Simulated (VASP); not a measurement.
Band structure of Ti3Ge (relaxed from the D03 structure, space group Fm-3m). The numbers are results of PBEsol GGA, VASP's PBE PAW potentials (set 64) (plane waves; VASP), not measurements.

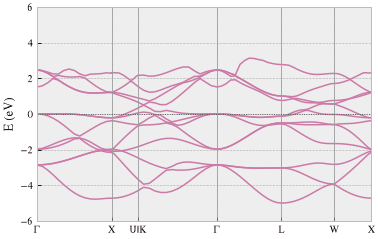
Figure. Bands along high-symmetry lines, zero at the valence-band maximum or, without a gap, the Fermi level

Task: Read the plot: is there a gap, and where are the band edges?

Result: It has no gap at this level: it comes out as a metal or semimetal. (Edges off the drawn lines would not show.)

The structure was generated: Ti3Ge was put into the D03 type (Fm-3m), which need not be its known phase. It was relaxed first, which changed the volume by -24 %.
